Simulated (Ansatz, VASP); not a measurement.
**Cross-check of InP between VASP and Ansatz**

One calculation is typed for both programs; each brings its own data sets. How far apart do they land? The cell is taken from a series of VASP runs on this material, whose earlier steps may have relaxed, scaled or displaced it; both programs get it as it stands. Valence electrons are named where the data sets of a main pair hold unlike numbers.

Calculated with Ansatz 0.2.0; plane waves, with VASP 6.6.1 beside it; band structure at HSE06.

## (1) The structure

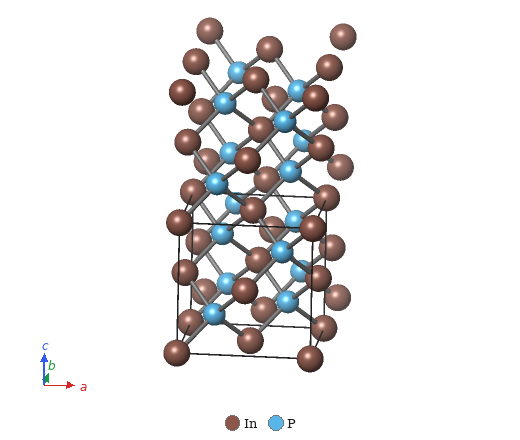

Start, viewed slightly off an axis; indium brown, phosphorus blue. 1×2×2 cells are drawn. This picture shows the conventional cell, with its axes. Bonds to atoms that aren't drawn are left out. Some periodic images of atoms are drawn too.

## (2) Ansatz: band structure, HSE06

Ansatz runs on its default PAW (the set named soft_2) files.

The same path points are solved in both programs, so levels can be compared one by one.

input.yaml

```yaml
crystal:
  lattice:
    - [0.0, 2.93435, 2.93435]
    - [2.93435, 0.0, 2.93435]
    - [2.93435, 2.93435, 0.0]
  atoms:
    - { symbol: In, position: [0.0, 0.0, 0.0] }
    - { symbol: P, position: [0.75, 0.75, 0.75] }
hamiltonian:
  xc: { exchange: pbe, correlation: pbe, exx: { coeff: 0.25, omega: 0.2 } }
  pseudopotentials: { kind: paw }
kpoints:
  mp_grid: { grid: [4, 4, 4] }
  band_path:
    path:
      - [0.0, 0.0, 0.0]
      - [0.5, 0.0, 0.5]
      - [0.5, 0.22222, 0.72222]
      - [0.40278, 0.34722, 0.75]
      - [0.125, 0.125, 0.25]
      - [0.27778, 0.27778, 0.27778]
      - [0.55556, 0.38889, 0.55556]
      - [0.58333, 0.25, 0.66667]
      - [0.5, 0.30556, 0.69444]
      - [0.48611, 0.48611, 0.52778]
      - [0.625, 0.25, 0.625]
      - [0.5, 0.0, 0.5]
    npoints: 1
scf:
  occupations: { method: gaussian, width: 0.03 }
  n_extra_bands: 7
output:
  forces: true
  stress: true
  eigenvalues: true
```

The run is started by

```sh
$ ansatz run input.yaml --threads 4 --pin off --max-ram 9216MiB --backend cpu --events-out ev --progress --plain --runs-dir out
```

Numbers of over 12 decimals in the logs are rounded to 6 here.

Output:

```text
Warning: output.stress: scf.convergence.dr2_threshold = 1e-7 eV (the SCF's general default) is looser than the 2e-10 eV advised for a printed stress (1e-10 eV for each atom of the cell: 2). What an SCF threshold leaves in a stress goes as its square root, and in the free energy as the threshold itself, and one threshold admits the most on a small cell: [figures from the program's tests cut] Set scf.convergence.dr2_threshold to 2e-10 eV or tighter. The threshold is an SCF's pass mark: one that does not reach it within its budget of iterations ends unconverged, or closes short of it on a stop that the run arms, and scf.convergence.dr2_threshold's page says what that costs each kind of run
Warning: output.stress: scf.exx.energy_threshold = 1e-6 eV is looser than the 2e-8 eV advised for a stress under a hybrid functional (1e-8 eV for each atom of the cell: 2). Every SCF of the exchange loop can meet its threshold on dr2 while the loop round them stops early: no threshold on dr2 bounds what that leaves in the stress. Set scf.exx.energy_threshold to 2e-8 eV or tighter. The threshold is the loop's pass mark: a loop that does not reach it within its budget of cycles ends unconverged, and scf.exx.energy_threshold's page has the law
scf.n_extra_bands = 7 over 9 filled bands (N_el = 18.0): the run solves 16 bands
Engine: ansatz 0.2.0, aarch64-unknown-linux-gnu
Pseudopotentials: kind: paw
Pseudopotential: In, paw, valence charge 13, recommended cutoff 420 eV (normal), In.paw.azcp
Pseudopotential: P, paw, valence charge 5, recommended cutoff 420 eV (normal), P.paw.azcp
Functional definition: unnamed
  parameter a_1 = 0.25
  parameter omega_1 = 0.2/angstrom
  exchange = pbe_x + (-a_1)*pbe_x_sr(omega_1) + a_1*exact_x_sr(omega_1)
  correlation = pbe_c
Crystal: 2 atoms, lattice volume = 50.532 Å³
Basis set: ecut = 420 eV, 965 PW (Γ), exchange–correlation on 60×60×60 points (8 copies of the dense FFT grid, shifted against one another)
Bands: 16, of which v1, the nominal top of the filled ones, is band 9 counted from 1 (8 counted from 0)
Symmetry: 24 space group operations
Space group: F-43m (ITA 216), of the structure as read, at distance tolerance 3.7e-5 Å
k-points: 8 of 64 (time reversal used)
Non-local potential: In, projectors of the file, l = 0: 2, l = 1: 2, l = 2: 2, l = 3: 2
Non-local potential: P, projectors of the file, l = 0: 2, l = 1: 2, l = 2: 2
PAW form: soft (Blöchl's): semilocal exchange-correlation on the pseudo side does not see the compensation charge
PAW frozen core: In, regenerated for the run's functional, and the local potential with it (the file was generated under x = pbe(κ = 0.804, μ = 0.219515), c = pbe(β = 0.066725))
PAW frozen core: P, regenerated for the run's functional, and the local potential with it (the file was generated under x = pbe(κ = 0.804, μ = 0.219515), c = pbe(β = 0.066725))
PAW one-centre angular grid: In, 590 points (default); XC on 64 Gauss nodes
PAW one-centre angular grid: P, 110 points (default); XC on 64 Gauss nodes
Initial density: superposition of atomic densities (neutral atoms: chi_scale 0, normalization atom), corrected by the library's trained network
Initial wavefunctions: pseudopotential atomic-orbital guess
Functional: x = pbe(κ = 0.804, μ = 0.219515), c = pbe(β = 0.066725), warm-up for x = pbe(κ = 0.804, μ = 0.219515) + 0.25 (exact − pbe) at short range (hse, ω = 0.2 Å⁻¹), c = pbe(β = 0.066725)
SCF iter   1: F=—  HF=-6353.875267 eV  |F-HF|=—  |Δ(HF+E_count)|=         —  Δρ=1.33e-3  dr2=8.34e-4  ethr=1.77e-3  ⟨swp⟩=11.9  Hψ=674  notcnv=0
preconditioner: auto → none  [insulator: Δε(μ)=0.680 eV  Ē_g=17.033 eV  σ=0.030 eV  W_gap=1.00  n_scr=14 (ndim 8)  ℏωp=22.2 eV  f_vac=0.021  D(μ)=0.00/eV (n_scr^D=0)]
iter 2 solved again at ethr=3.84e-7 eV; its pass at ethr=4.63e-6 eV (dr2=6.92e-5 eV) is discarded
SCF iter   2: F=—  HF=-6353.875361 eV  |F-HF|=—  |Δ(HF+E_count)|=   9.37e-5  Δρ=3.35e-4  dr2=6.91e-5  ethr=3.84e-7  ⟨swp⟩=2.1  Hψ=601  notcnv=0
SCF iter   3: F=-6353.875388 eV  HF=-6353.875373 eV  |F-HF|=1.50e-5  |Δ(HF+E_count)|=   1.22e-5  Δρ=1.90e-4  dr2=1.09e-5  ethr=3.84e-7  ⟨swp⟩=2.4  Hψ=203  notcnv=0
SCF 1 stopped early in 3 iterations: F = -6353.875388 eV  dr2 = 1.09e-5
  greatest PAW one-centre occupation: 0.981 electrons in one spin orbital (limit 2), on the In atom at site 0 (counted from 0), in its partial waves of l = 2
Initial density: handed on by an earlier stage of this run
Initial wavefunctions: those handed on with the density
Functional: x = pbe(κ = 0.804, μ = 0.219515) + 0.25 (exact − pbe) at short range (hse, ω = 0.2 Å⁻¹), c = pbe(β = 0.066725)
Exchange kernel: α = 0.2500, screened, ω = 0.2000 Å⁻¹, Wigner–Seitz truncation, v(0) = 1109.0174 eV·Å³, q-mesh 4×4×4, nearest image of the exchange supercell L = 16.60 Å, pair-density grid 18×18×18, without the augmentation charges, whose exchange is taken in its separable form by FFT convolution over the k-point mesh (sized by the pseudopotential files, 24×24×24 at the most), smooth part of the exact exchange by density-matrix convolution
Frozen-core exchange: fock
SCF iter   1: F=—  HF=-6358.418625 eV  |F-HF|=—  |Δ(HF+E_count)|=         —  Δρ=5.47e-3  dr2=9.10e-3  ethr=6.04e-7  ⟨swp⟩=10.2  Hψ=730  notcnv=0
preconditioner: auto → none  [insulator: Δε(μ)=1.476 eV  Ē_g=19.222 eV  σ=0.030 eV  W_gap=1.00  n_scr=14 (ndim 8)  ℏωp=22.2 eV  f_vac=0.019  D(μ)=0.00/eV (n_scr^D=0)]
SCF iter   2: F=—  HF=-6358.416465 eV  |F-HF|=—  |Δ(HF+E_count)|=   2.16e-3  Δρ=1.71e-3  dr2=1.46e-3  ethr=6.04e-7  ⟨swp⟩=4.0  Hψ=395  notcnv=0
SCF iter   3: F=—  HF=-6358.421047 eV  |F-HF|=—  |Δ(HF+E_count)|=   4.58e-3  Δρ=1.15e-3  dr2=3.83e-4  ethr=6.04e-7  ⟨swp⟩=4.4  Hψ=378  notcnv=0  defer=2
SCF iter   4: F=—  HF=-6358.420968 eV  |F-HF|=—  |Δ(HF+E_count)|=   7.87e-5  Δρ=1.76e-4  dr2=1.56e-5  ethr=6.04e-7  ⟨swp⟩=3.0  Hψ=243  notcnv=0
SCF iter   5: F=-6358.421015 eV  HF=-6358.421015 eV  |F-HF|=6.94e-7  |Δ(HF+E_count)|=   4.70e-5  Δρ=9.00e-5  dr2=2.48e-6  ethr=5.82e-8  ⟨swp⟩=4.4  Hψ=282  notcnv=0  defer=2
SCF 2 stopped early in 5 iterations: F = -6358.421015 eV  dr2 = 2.48e-6
  greatest PAW one-centre occupation: 0.983 electrons in one spin orbital (limit 2), on the In atom at site 0 (counted from 0), in its partial waves of l = 2
hybrid outer 1: dexx = +5.360e-3 eV, tail = 1.13e-5 eV
Exchange kernel: α = 0.2500, screened, ω = 0.2000 Å⁻¹, Wigner–Seitz truncation, v(0) = 1109.0174 eV·Å³, q-mesh 4×4×4, nearest image of the exchange supercell L = 16.60 Å, pair-density grid 18×18×18, without the augmentation charges, whose exchange is taken in its separable form by FFT convolution over the k-point mesh (sized by the pseudopotential files, 24×24×24 at the most), smooth part of the exact exchange by density-matrix convolution
Frozen-core exchange: fock
SCF iter   1: F=—  HF=-6358.420903 eV  |F-HF|=—  |Δ(HF+E_count)|=         —  Δρ=3.69e-5  dr2=4.22e-7  ethr=3.14e-7  ⟨swp⟩=6.1  Hψ=360  notcnv=0
preconditioner: auto → none  [insulator: Δε(μ)=1.531 eV  Ē_g=19.182 eV  σ=0.030 eV  W_gap=1.00  n_scr=14 (ndim 8)  ℏωp=22.2 eV  f_vac=0.019  D(μ)=0.00/eV (n_scr^D=0)]
SCF iter   2: F=—  HF=-6358.420903 eV  |F-HF|=—  |Δ(HF+E_count)|=   7.96e-8  Δρ=9.77e-6  dr2=5.24e-8  ethr=2.11e-9  ⟨swp⟩=4.0  Hψ=316  notcnv=0
SCF iter   3: F=—  HF=-6358.420903 eV  |F-HF|=—  |Δ(HF+E_count)|=   1.71e-7  Δρ=7.86e-6  dr2=2.66e-8  ethr=1.15e-10  ⟨swp⟩=4.5  Hψ=369  notcnv=0  defer=3
SCF iter   4: F=-6358.420903 eV  HF=-6358.420903 eV  |F-HF|=5.39e-10  |Δ(HF+E_count)|=   9.01e-9  Δρ=1.51e-6  dr2=9.36e-10  ethr=1.15e-10  ⟨swp⟩=3.1  Hψ=220  notcnv=0  defer=2
SCF 3 converged in 4 iterations: F = -6358.420903 eV  dr2 = 9.36e-10
  Residual-converged pass: ⟨swp⟩=3.0  Hψ=272  notcnv=0  max |occ|·‖R‖ = 2.2e-6 eV (tolerance 2.4e-6 eV)  dr2=9.16e-10  dr2_onsite=3.10e-10  max |Δocc| = 1.9e-291
hybrid outer 2: dexx = +1.751e-7 eV, tail = 3.81e-9 eV, Δε = 1.33e-3 eV (about 3.62e-5 eV left of the loop's levels)
NSCF: frozen V_eff on 12 k-points
hybrid SCF converged: 2 outer / 9 inner (+3 warm-up), last move |dexx| = 1.75e-7 eV, tail = 3.81e-9 eV
Stability not checked: this state was not tested for a lower state beside it, because the functional holds exact exchange (a hybrid, or Hartree-Fock), whose exchange loop this test does not read (fock_operator; see scf.lower_state_search)
Free energy (F): -6358.420903 eV
Frozen-core exchange: fock
Harris-Foulkes:  -6358.420903 eV  (|F-HF|=5.39e-10)
Internal energy: -6358.420903 eV  (E = F + TS)
E sigma→0 (E₀):  -6358.420903 eV
Fermi energy:    7.302111 eV
--- Per-component energies (eV) ---
  E_band       = -81.241306
  E_kinetic    = 314.029411
  E_local      = -1402.016193  (includes V_loc(G=0)·N_el)
  E_nonlocal   = 401.282399
  E_hartree    = 554.620412
  E_xc         = -220.494900
  E_vxc        = -128.238481  (∫ρ·V_xc dr)
  E_exx        = -40.785411  (= α·E_x^exact, valence–valence)
  E_paw        = -4746.387173  (= ΣΔE_a)
  E_vpaw       = -293.968917  (= ΣTr[D̂ρ^β])
  E_aug_tail   = 0.000030  (compensation charges beyond the density's cutoff)
  E_ewald      = -1219.106662
  E_core_change = 0.437182  (= ΣΔE_core)
  E_smearing   = -0.000000  (= −TS)
  E_closure    = 0.000003  (closes the sum)
  Σ components = -6358.420903   (vs F -6358.420903, Δ=-9.09e-13)
--- Forces (eV/Å), atoms counted from 1 ---
  atom   1  In    -0.00000000     0.00000000     0.00000000
  atom   2  P      0.00000000    -0.00000000     0.00000000
  max |Σ_I F_I| component: 7.40e-17 eV/Å
--- Stress (GPa, compression-positive) ---
        1.397247       0.000000       0.000000
       -0.000000       1.397247       0.000000
       -0.000000       0.000000       1.397247
  P = ⅓ Tr σ = 1.3972 GPa (13.972 kbar)
--- Band table (eV; the first three rows and the last of 8) ---
  k-point 0: bands = [... 5 lower, -6.1622, 6.5362, 6.5362, 6.5362, 8.0674, 11.4695, 11.4695, 11.4695, ... 3 higher]
  k-point 1: bands = [... 5 lower, -5.4317, 2.8653, 5.9368, 5.9368, 9.1439, 12.2160, 12.2160, 12.7954, ... 3 higher]
  k-point 2: bands = [... 5 lower, -4.3008, 0.3109, 5.4803, 5.4803, 8.8222, 12.2050, 12.2050, 14.5894, ... 3 higher]
  k-point 7: bands = [... 5 lower, -3.5094, 0.4913, 3.3309, 3.4059, 11.5990, 11.9487, 13.0493, 13.5891, ... 3 higher]
```

Elapsed: 15 s, on 4 threads of Arm Neoverse V2, shared host; peak memory 0.65 GiB.

## (3) VASP: band structure, HSE06

The same cell, functional, mesh and smearing now go to VASP, with its own data sets.

Lines of VASP's logs that name or quote its potential files are left out, and so is its time.

The run reads the wave functions of an earlier VASP run, which isn't shown here.

INCAR

```
SYSTEM = InP
PREC = Accurate
ENCUT = 350
EDIFF = 1E-06
NELM = 100
ISMEAR = 0
SIGMA = 0.03
LREAL = .FALSE.
ALGO = Normal
LHFCALC = .TRUE.
AEXX = 0.25
GGA = PE
HFSCREEN = 0.2
LASPH = .TRUE.
NBANDS = 15
PRECFOCK = Fast
LORBIT = 11
LWAVE = .FALSE.
LCHARG = .FALSE.
KPAR = 4
```

POSCAR

```
InP
1.0
    0.0000000000      2.9343500000      2.9343500000
    2.9343500000      0.0000000000      2.9343500000
    2.9343500000      2.9343500000      0.0000000000
In P
1 1
Direct
    0.0000000000      0.0000000000      0.0000000000
    0.7500000000      0.7500000000      0.7500000000
```

KPOINTS

```
Automatic mesh
0
Gamma
4 4 4
0 0 0
```

KPOINTS_OPT

```
Line mode
10
Line-mode
Reciprocal
  0.00000000   0.00000000   0.00000000 GAMMA
  0.50000000   0.00000000   0.50000000 X

  0.50000000   0.00000000   0.50000000 X
  0.50000000   0.25000000   0.75000000 W

  0.50000000   0.25000000   0.75000000 W
  0.37500000   0.37500000   0.75000000 K

  0.37500000   0.37500000   0.75000000 K
  0.00000000   0.00000000   0.00000000 GAMMA

  0.00000000   0.00000000   0.00000000 GAMMA
  0.50000000   0.50000000   0.50000000 L

  0.50000000   0.50000000   0.50000000 L
  0.62500000   0.25000000   0.62500000 U

  0.62500000   0.25000000   0.62500000 U
  0.50000000   0.25000000   0.75000000 W

  0.50000000   0.25000000   0.75000000 W
  0.50000000   0.50000000   0.50000000 L

  0.50000000   0.50000000   0.50000000 L
  0.37500000   0.37500000   0.75000000 K

  0.62500000   0.25000000   0.62500000 U
  0.50000000   0.00000000   0.50000000 X
```

PAW data sets: In_d and P (PBE family, release 64).

The run is started by

```sh
$ mpirun -np 4 vasp_std
```

Output:

```text
[banner, memory and clock lines left out]
running    4 mpi-ranks, on    1 nodes
 distrk:  each k-point on    1 cores,    4 groups
 distr:  one band on    1 cores,    1 groups

 POSCAR found type information on POSCAR InP
 POSCAR found :  2 types and       2 ions
 LDA part: xc-table for (Slater+PW92), standard interpolation
 found WAVECAR, reading the header
 POSCAR, INCAR and KPOINTS ok, starting setup
 FFT: planning ... GRIDC
 FFT: planning ... GRID_SOFT
 FFT: planning ... GRID
 reading WAVECAR
 the WAVECAR file was read successfully
 initial charge from wavefunction
 entering main loop
       N       E                     dE             d eps       ncg     rms          rms(c)
DAV:   1    -0.992500197257E+01   -0.99250E+01   -0.10854E+00   304   0.172E+01    0.332E+00
DAV:   2    -0.992952226843E+01   -0.45203E-02   -0.86449E-02   337   0.306E+00    0.459E+00
DAV:   3    -0.992521809562E+01    0.43042E-02   -0.72839E-03   356   0.137E+00    0.321E+00
DAV:   4    -0.992425139164E+01    0.96670E-03   -0.15171E-03   326   0.523E-01    0.204E+00
DAV:   5    -0.992407359246E+01    0.17780E-03   -0.33824E-04   326   0.215E-01    0.128E+00
DAV:   6    -0.992401887219E+01    0.54720E-04   -0.45039E-05   289   0.923E-02    0.774E-01
DAV:   7    -0.992399908031E+01    0.19792E-04   -0.10261E-05   268   0.414E-02    0.467E-01
DAV:   8    -0.992399334013E+01    0.57402E-05   -0.35951E-06   275   0.189E-02    0.282E-01
DAV:   9    -0.992399131984E+01    0.20203E-05   -0.10544E-06   190   0.924E-03    0.169E-01
DAV:  10    -0.992399072493E+01    0.59491E-06   -0.67119E-07   183   0.678E-03
   1 F= -.99239907E+01 E0= -.99239907E+01  d E =-.490395E-16
 Start KPOINTS_OPT (optional k-point list driver)
k-point batch [1-8\100]
       N       E                     dE             ncg
DAV:   1     0.250781911555E+03   -0.14644E+04      240
DAV:   2    -0.775770827734E+03   -0.10266E+04      254
DAV:   3    -0.851107687925E+03   -0.75337E+02      296
DAV:   4    -0.853462492254E+03   -0.23548E+01      318
DAV:   5    -0.853552141672E+03   -0.89649E-01      386
DAV:   6    -0.853553898994E+03   -0.17573E-02      347
DAV:   7    -0.853553930013E+03   -0.31019E-04      365
DAV:   8    -0.853553930320E+03   -0.30691E-06      260
[...]
k-point batch [97-100\100]
       N       E                     dE             ncg
DAV:   1     0.223275459020E+04   -0.20421E+04      128
DAV:   2     0.178495198920E+04   -0.44780E+03      120
DAV:   3     0.175586553942E+04   -0.29086E+02      155
DAV:   4     0.175504293522E+04   -0.82260E+00      184
DAV:   5     0.175501259994E+04   -0.30335E-01      193
DAV:   6     0.175501217061E+04   -0.42934E-03      184
DAV:   7     0.175501215966E+04   -0.10942E-04      200
DAV:   8     0.175501215955E+04   -0.11125E-06      144
```

[end of part 1 of 2]

[Lines on the potential files, build, host, timing and source positions are cut from VASP's logs without a mark.]

[Logs are printed without paths, hosts, clocks, repeated set-up lines and the standing remarks that a program may print on its own settings, such as how far it seeks lower states.]

[Hosts, paths, dates, database ids (printed as entryN), source tags and the programs' standing remarks are cut or masked in the printed files.]
